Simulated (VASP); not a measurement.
# A VASP study of TePt (r2SCAN + rVV10): structure first, properties next, part 2 of 6

What structure and properties does r2SCAN + rVV10 give TePt, and how near are they to the measured ones? The start is a cell from a database of measured crystal structures.

VASP 6.6.1; r2SCAN with rVV10; plane waves and PAW (Te, Pt).

So far: The structure; Relaxing cell and atoms (r2SCAN + rVV10).

The database entry behind the starting cell differs from later determinations by our own check (c about 0.8 % long), so it need not match the best structure at ambient conditions.

## (2) Relaxing cell and atoms (r2SCAN + rVV10) (continued)

Parts of OUTCAR (step 2):

```text
ion  position               nearest neighbor table
   1  0.196  0.098  0.294-   3 2.60   3 2.60   3 2.60   4 3.53   4 3.53   4 3.53   2 3.57   2 3.57
                             2 3.57
   2  0.804  0.902  0.706-   4 2.60   4 2.60   4 2.60   3 3.53   3 3.53   3 3.53   1 3.57   1 3.57
                             1 3.57
   3  0.740  0.370  0.110-   1 2.60   1 2.60   1 2.60   4 2.72   4 2.72   4 2.72   2 3.53   2 3.53
                             2 3.53
   4  0.260  0.630  0.890-   2 2.60   2 2.60   2 2.60   3 2.72   3 2.72   3 2.72   1 3.53   1 3.53
                             1 3.53

  LATTYP: Found a trigonal (rhomboedric) cell.
 ALAT       =     7.0420680911
 COS(alpha) =     0.8416501308

 Subroutine GETGRP returns: Found 12 space group operations
 (whereof 12 operations were pure point group operations)

The static configuration has the point symmetry D_3d.

 Found     32 irreducible k-points:

   k-points           NKPTS =     32   k-points in BZ     NKDIM =     32   number of bands    NBANDS=     22

   dimension x,y,z NGX =    28 NGY =   28 NGZ =   48
   dimension x,y,z NGXF=    56 NGYF=   56 NGZF=   96

   ENCUT  =  400.0 eV  29.40 Ry    5.42 a.u.   6.46  6.46 11.48*2*pi/ulx,y,z

   NELECT =      32.0000    total number of electrons

 k-points in reciprocal lattice and weights: Automatic mesh
   0.00000000  0.00000000  0.00000000       0.005
   0.16666667  0.00000000  0.00000000       0.028
   0.33333333  0.00000000  0.00000000       0.028
   0.50000000  0.00000000  0.00000000       0.014
   0.00000000  0.16666667 -0.00000000       0.028
   0.16666667  0.16666667 -0.00000000       0.056
   0.33333333  0.16666667  0.00000000       0.056
   0.00000000  0.33333333  0.00000000       0.028
   0.16666667  0.33333333 -0.00000000       0.056
[...]
0.16666667  0.16666667  0.33333333       0.028
   0.00000000  0.00000000  0.50000000       0.005

 average (electrostatic) potential at core
       1 -91.9025       2 -91.9025       3 -71.3492       4 -71.3492

 E-fermi :   8.0171

 k-point     1 :       0.0000    0.0000    0.0000
  band No.  band energies     occupation
    ...
      9       4.8666      2.00000
     10       4.8666      2.00000
     11       5.9161      2.00000
     12       5.9161      2.00000
     13       6.1956      2.00000
     14       8.7533      0.00000
     15       8.7533      0.00000
     16       8.8042      0.00000
     17       9.4478      0.00000
     18      10.9576      0.00000
    ...

 k-point     2 :       0.1667    0.0000    0.0000
  band No.  band energies     occupation
    ...
     10       4.4411      2.00000
     11       5.8628      2.00000
     12       5.9073      2.00000
     13       6.2207      2.00000
     14       6.5873      2.00000
     15       8.9239      0.00000
     16       9.1897      0.00000
     17       9.8003      0.00000
     18       9.9055      0.00000
     19      10.5918      0.00000
    ...

 k-point     3 :       0.3333    0.0000    0.0000
  band No.  band energies     occupation
    ...
     12       5.5354      2.00000
     13       5.7394      2.00000
     14       6.0462      2.00000
     15       7.0021      2.00000
     16       7.5513      2.00000
     17       8.7907      0.00000
     18      10.1961      0.00000
     19      11.5179      0.00000
     20      12.8300      0.00000
     21      13.6203      0.00000
    ...

  Total        0.0096342      0.0096342     -0.0118227      0.0000000      0.0000000      0.0000000
  in kB        0.1671825      0.1671825     -0.2051613      0.0000000      0.0000000      0.0000000
  external PRESSURE =       0.0430679 kB  Pullay stress =       0.0000000 kB

  energy-cutoff  :      400.00
  volume of cell :       92.33
      direct lattice vectors                 reciprocal lattice vectors
    -3.973088820  0.000000000 -0.000000000    -0.251693341 -0.145315218  0.098710313
     1.986544410 -3.440795849  0.000000000    -0.000000000 -0.290630437  0.049355156
     1.986544410  1.146931950  6.753769163    -0.000000000  0.000000000  0.148065469

 POSITION                                       TOTAL-FORCE (eV/Angst)
 -----------------------------------------------------------------------------------
      0.00000      0.00000      1.96914        -0.000000     -0.000000     -0.001672
      0.00000     -2.29386      4.78463         0.000000      0.000000      0.001672
     -1.98654     -1.14693      0.73705        -0.000000      0.000000      0.003632
      1.98654     -1.14693      6.01672         0.000000     -0.000000     -0.003632
 -----------------------------------------------------------------------------------
    total drift:                               -0.000000      0.000000      0.000000

  FREE ENERGIE OF THE ION-ELECTRON SYSTEM (eV)
  ---------------------------------------------------
  free  energy   TOTEN  =      -154.6986435519 eV

  energy  without entropy=     -154.6935523313  energy(sigma->0) =     -154.69609794

 reached required accuracy - stopping structural energy minimisation

 total charge
# of ion       s       p       d       tot
------------------------------------------
    1        1.395   1.875   0.087   3.357
    2        1.395   1.875   0.087   3.357
    3        0.682   0.584   8.124   9.390
    4        0.682   0.584   8.124   9.390
--------------------------------------------------
tot          4.154   4.918  16.423  25.495

[... 3 further parts left out ...]
```

CONTCAR:

```
TePt
   1.00000000000000
    -3.9730888196929399    0.0000000000000000   -0.0000000000000000
     1.9865444098464700   -3.4407958493483033    0.0000000000000000
     1.9865444098464700    1.1469319497827679    6.7537691630218708
  Te              Pt
     2     2
Direct
     0.1943745804451636    0.0971872902225818    0.2915618706677454
     0.8056254195548362    0.9028127097774183    0.7084381293322546
     0.7394207909445497    0.3697103954722713    0.1091311864168213
     0.2605792090554500    0.6302896045277286    0.8908688135831789
```

The k-mesh is coarse for a metal. The PAW data sets were made with PBE, which is usual practice but a small mismatch for other functionals. The run keeps the 12 symmetry operations of its start, so it cannot find a distortion of lower symmetry.

Relaxation path:

```tsv
step	energy less that of the first step (eV)	largest force (eV/Å)	pressure (GPa)	volume (Å³)
1	0.0000	0.0679	1.59	90.58
2	0.0121	0.3314	-2.65	93.56
3	-0.0051	0.0776	0.03	91.61
4	-0.0060	0.0598	0.03	91.75
5	-0.0069	0.0487	0.04	92.01
6	-0.0060	0.1163	0.04	92.52
7	-0.0070	0.0682	0.02	92.14
8	-0.0074	0.0161	-0.02	92.29
9	-0.0074	0.0182	-0.06	92.34
10	-0.0073	0.0152	0.20	92.20
11	-0.0074	0.0044	0.05	92.28
12	-0.0074	0.0059	0.04	92.29
13	-0.0074	0.0036	0.00	92.33
```

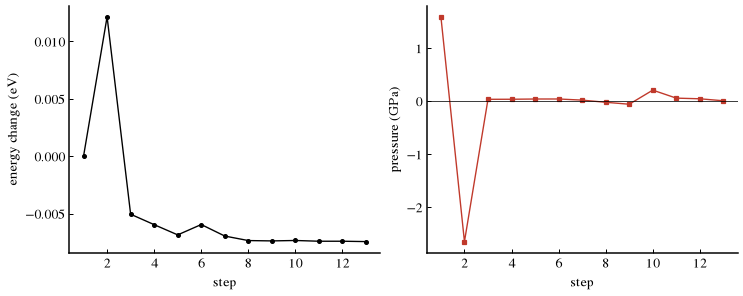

Energy and pressure along the relaxation.

```tsv
conventional cell, symmetrised	before	after	change
a (Å)	3.963	3.973	+0.3 %
b (Å)	3.963	3.973	+0.3 %
c (Å)	19.980	20.261	+1.4 %
volume (Å³/atom)	22.65	23.08	+1.9 %
```

The atoms that moved most (Å, as changes of fractional coordinates times the final cell):

```tsv
atom	dx	dy	dz	length
Te2	0.000	0.000	0.016	0.016
Te1	0.000	0.000	-0.016	0.016
Pt3	0.000	0.000	-0.006	0.006
Pt4	0.000	0.000	0.006	0.006
```

Final coordinates:

```xyz
4
Lattice="-3.9731 0.0000 0.0000 1.9865 -3.4408 0.0000 1.9865 1.1469 6.7538" Properties=species:S:1:pos:R:3 pbc="T T T"
Te    0.0000    0.0000    1.9691
Te    0.0000   -2.2939    4.7846
Pt   -1.9865   -1.1469    0.7370
Pt    1.9865   -1.1469    6.0167
```

Numbers from this step:

- electrons: 32
- bands: 22
- irreducible k points: 32
- symmetry operations: 12
- free energy (TOTEN): -154.6986 eV
- energy at zero smearing: -154.6961 eV
- Fermi energy: 8.017 eV
- pressure: 0.004307 GPa
- metallic: yes
- SCF cycles over all ionic steps: 93

It ends with a largest force of 0.004 eV/Å and a pressure of 0.00 GPa. The volume lies +1.9 % from that of the database's start.

## (3) Second relaxation

The basis stayed that of the start cell while the cell moved. A rerun from the cell reached resets it; the error of the finite cutoff stays.

INCAR reads:

```
SYSTEM = TePt
PREC = Accurate
ENCUT = 400
EDIFF = 1E-06
NELM = 100
ISMEAR = 0
SIGMA = 0.05
LREAL = .FALSE.
ALGO = Normal
METAGGA = R2SCAN
LUSE_VDW = .TRUE.
IVDW_NL = 2
BPARAM = 11.95
CPARAM = 0.0093
LASPH = .TRUE.
NBANDS = 22
LORBIT = 11
LWAVE = .FALSE.
LCHARG = .FALSE.
KPAR = 4
IBRION = 2
NSW = 60
ISIF = 3
EDIFFG = -0.01
```

POSCAR reads:

```
TePt
1.0
   -3.9730888197      0.0000000000      0.0000000000
    1.9865444098     -3.4407958493      0.0000000000
    1.9865444098      1.1469319498      6.7537691630
Te Pt
2 2
Direct
    0.1943745804      0.0971872902      0.2915618707
    0.8056254196      0.9028127098      0.7084381293
    0.7394207909      0.3697103955      0.1091311864
    0.2605792091      0.6302896045      0.8908688136
```

KPOINTS reads:

```
Automatic mesh
0
Gamma
6 6 6
0 0 0
```

Potentials, in the order of the species: Te and Pt (PBE family, release 64).

Run with:

```console
$ mpirun -np 4 vasp_std
```

What it wrote:

```text
[banner, memory and clock lines left out]
running    4 mpi-ranks, on    1 nodes
 distrk:  each k-point on    1 cores,    4 groups
 distr:  one band on    1 cores,    1 groups

 POSCAR found type information on POSCAR TePt
 POSCAR found :  2 types and       4 ions
 [... a notice as in an earlier step ...]

 [... a notice as in an earlier step ...]

 LDA part: xc-table for (None), standard interpolation
 POSCAR, INCAR and KPOINTS ok, starting setup
 FFT: planning ... GRIDC
 FFT: planning ... GRID_SOFT
 FFT: planning ... GRID
 WAVECAR not read
 entering main loop
       N       E                     dE             d eps       ncg     rms          rms(c)
Total rVV10 correction in eV:      0.7033702    43.2549020
Total rVV10 correction in eV:      0.7033702    43.2549020
Total rVV10 correction in eV:      0.7033702    43.2549020
Total rVV10 correction in eV:      0.7033702    43.2549020
DAV:   1     0.650034224301E+01    0.65003E+01   -0.12464E+04  1408   0.107E+03
DAV:   2    -0.156747039522E+03   -0.16325E+03   -0.15251E+03  1762   0.220E+02
DAV:   3    -0.163190867859E+03   -0.64438E+01   -0.63385E+01  1726   0.442E+01
DAV:   4    -0.163274389105E+03   -0.83521E-01   -0.83486E-01  1626   0.572E+00
DAV:   5    -0.163275952083E+03   -0.15630E-02   -0.15629E-02  1738   0.757E-01    0.157E+01
Total rVV10 correction in eV:      0.6803544    43.2549019
Total rVV10 correction in eV:      0.6803544    43.2549019
Total rVV10 correction in eV:      0.6803544    43.2549019
Total rVV10 correction in eV:      0.6803544    43.2549019
DAV:   6    -0.154833628926E+03    0.84423E+01   -0.54426E+00  1582   0.187E+01    0.960E+00
Total rVV10 correction in eV:      0.6834880    43.2549019
Total rVV10 correction in eV:      0.6834880    43.2549019
Total rVV10 correction in eV:      0.6834880    43.2549019
Total rVV10 correction in eV:      0.6834880    43.2549019
DAV:   7    -0.154707273691E+03    0.12636E+00   -0.74400E-01  1462   0.852E+00    0.428E+00
Total rVV10 correction in eV:      0.6817094    43.2549019
Total rVV10 correction in eV:      0.6817094    43.2549019
Total rVV10 correction in eV:      0.6817094    43.2549019
Total rVV10 correction in eV:      0.6817094    43.2549019
DAV:   8    -0.154706231260E+03    0.10424E-02   -0.10504E-01  1558   0.232E+00    0.128E+00
Total rVV10 correction in eV:      0.6814520    43.2549019
Total rVV10 correction in eV:      0.6814520    43.2549019
Total rVV10 correction in eV:      0.6814520    43.2549019
Total rVV10 correction in eV:      0.6814520    43.2549019
DAV:   9    -0.154698584885E+03    0.76464E-02   -0.32568E-02  1552   0.160E+00    0.289E-01
Total rVV10 correction in eV:      0.6818967    43.2549019
Total rVV10 correction in eV:      0.6818967    43.2549019
Total rVV10 correction in eV:      0.6818967    43.2549019
Total rVV10 correction in eV:      0.6818967    43.2549019
DAV:  10    -0.154699541322E+03   -0.95644E-03   -0.48769E-03  1648   0.386E-01    0.274E-01
Total rVV10 correction in eV:      0.6819685    43.2549019
Total rVV10 correction in eV:      0.6819685    43.2549019
Total rVV10 correction in eV:      0.6819685    43.2549019
Total rVV10 correction in eV:      0.6819685    43.2549019
DAV:  11    -0.154699643053E+03   -0.10173E-03   -0.12378E-04  1630   0.857E-02    0.124E-01
Total rVV10 correction in eV:      0.6820828    43.2549019
Total rVV10 correction in eV:      0.6820828    43.2549019
Total rVV10 correction in eV:      0.6820828    43.2549019
Total rVV10 correction in eV:      0.6820828    43.2549019
DAV:  12    -0.154699547705E+03    0.95347E-04   -0.21461E-04  1564   0.131E-01    0.255E-02
Total rVV10 correction in eV:      0.6821170    43.2549019
Total rVV10 correction in eV:      0.6821170    43.2549019
Total rVV10 correction in eV:      0.6821170    43.2549019
Total rVV10 correction in eV:      0.6821170    43.2549019
DAV:  13    -0.154699552868E+03   -0.51631E-05   -0.20184E-05  1660   0.256E-02    0.219E-02
Total rVV10 correction in eV:      0.6821345    43.2549019
Total rVV10 correction in eV:      0.6821345    43.2549019
Total rVV10 correction in eV:      0.6821345    43.2549019
Total rVV10 correction in eV:      0.6821345    43.2549019
DAV:  14    -0.154699553806E+03   -0.93745E-06   -0.60024E-07   998   0.471E-03
Total rVV10 correction in eV:      0.6821609    43.2549019
Total rVV10 correction in eV:      0.6821609    43.2549019
Total rVV10 correction in eV:      0.6821609    43.2549019
Total rVV10 correction in eV:      0.6821609    43.2549019
Total rVV10 correction in eV:      0.6821540    43.2549019
Total rVV10 correction in eV:      0.6821540    43.2549019
Total rVV10 correction in eV:      0.6821540    43.2549019
Total rVV10 correction in eV:      0.6821540    43.2549019
   1 F= -.15469955E+03 E0= -.15469701E+03  d E =-.154700E+03
 curvature:   0.00 expect dE= 0.000E+00 dE for cont linesearch  0.000E+00
 trial: gam= 0.00000 g(F)=  0.483E-06 g(S)=  0.949E-05 ort = 0.000E+00 (trialstep = 0.100E+01)
 search vector abs. value=  0.997E-05
 reached required accuracy - stopping structural energy minimisation
```

The job ended after 91 s (4 MPI ranks of Intel Xeon Platinum 8375C at 2.90GHz (Ice Lake), shared host; peak memory 1.4 GiB; 6 min of CPU time).

From OUTCAR (step 3):

```text
  LATTYP: Found a trigonal (rhomboedric) cell.
 ALAT       =     7.1326859945
 COS(alpha) =     0.8448612308

The static configuration has the point symmetry D_3d.

 Found     32 irreducible k-points:

   ENCUT  =  400.0 eV  29.40 Ry    5.42 a.u.   6.48  6.48 11.63*2*pi/ulx,y,z

   NELECT =      32.0000    total number of electrons

 E-fermi :   8.0169

 k-point     1 :       0.0000    0.0000    0.0000
  band No.  band energies     occupation
    ...
      9       4.8664      2.00000
     10       4.8664      2.00000
     11       5.9158      2.00000
     12       5.9158      2.00000
     13       6.1955      2.00000
     14       8.7531      0.00000
     15       8.7531      0.00000
     16       8.8042      0.00000
     17       9.4477      0.00000
     18      10.9573      0.00000
    ...

 k-point     2 :       0.1667    0.0000    0.0000
  band No.  band energies     occupation
    ...
     10       4.4409      2.00000
     11       5.8625      2.00000
     12       5.9070      2.00000
     13       6.2207      2.00000
     14       6.5872      2.00000
     15       8.9236      0.00000
     16       9.1896      0.00000
     17       9.8001      0.00000
     18       9.9052      0.00000
     19      10.5917      0.00000
    ...

  Total        0.0161572      0.0161572      0.0162641      0.0000000      0.0000000     -0.0000000
  in kB        0.2803780      0.2803780      0.2822322      0.0000000      0.0000000     -0.0000000
  external PRESSURE =       0.2809960 kB  Pullay stress =       0.0000000 kB

  energy-cutoff  :      400.00
  volume of cell :       92.33
      direct lattice vectors                 reciprocal lattice vectors
    -3.973088820  0.000000000  0.000000000    -0.251693341 -0.145315218  0.098710313
     1.986544410 -3.440795849  0.000000000     0.000000000 -0.290630437  0.049355156
     1.986544410  1.146931950  6.753769163     0.000000000  0.000000000  0.148065469

 POSITION                                       TOTAL-FORCE (eV/Angst)
 -----------------------------------------------------------------------------------
      0.00000      0.00000      1.96914         0.000000     -0.000000     -0.001096
     -0.00000     -2.29386      4.78463        -0.000000      0.000000      0.001096
     -1.98654     -1.14693      0.73705        -0.000000      0.000000      0.001951
      1.98654     -1.14693      6.01672         0.000000     -0.000000     -0.001951
 -----------------------------------------------------------------------------------
    total drift:                               -0.000000      0.000000     -0.000000

  FREE ENERGIE OF THE ION-ELECTRON SYSTEM (eV)
  ---------------------------------------------------
  free  energy   TOTEN  =      -154.6995538058 eV

  energy  without entropy=     -154.6944625678  energy(sigma->0) =     -154.69700819

[... 5 parts as in an earlier step ...]

[... 7 further parts left out ...]
```

CONTCAR:

```
TePt
   1.00000000000000
    -3.9730888197000001    0.0000000000000000    0.0000000000000000
     1.9865444098000000   -3.4407958493000002    0.0000000000000000
     1.9865444098000000    1.1469319497999999    6.7537691630000003
  Te              Pt
     2     2
Direct
     0.1943745804000017    0.0971872901999973    0.2915618707000007
     0.8056254195999983    0.9028127098000027    0.7084381292999993
     0.7394207908999988    0.3697103955000003    0.1091311863999991
     0.2605792091000012    0.6302896044999997    0.8908688136000009
```

Little changed from the start: no atom moved by 0.005 Å and no cell edge by 0.1 %.

This step gave:

| Item | Value |
| --- | --- |
| free energy (TOTEN) | -154.6996 eV |
| energy at zero smearing | -154.6970 eV |
| pressure | 0.02810 GPa |
| SCF cycles over all ionic steps | 14 |

It ends with a largest force of 0.002 eV/Å and a pressure of 0.03 GPa. The volume moved by under 0.01 %: the run met its threshold at the first step.

[end of part 2 of 6]

[Lines on the potential files, build, host, timing and source positions are cut from VASP's logs without a mark.]

[Logs are printed without paths, hosts, clocks, repeated set-up lines and the standing remarks that a program may print on its own settings, such as how far it seeks lower states.]

[Hosts, paths, dates, database ids (printed as entryN), source tags and the programs' standing remarks are cut or masked in the printed files.]

[A measured line is paired with the nearest computed mode of its activity, which favours agreement.]
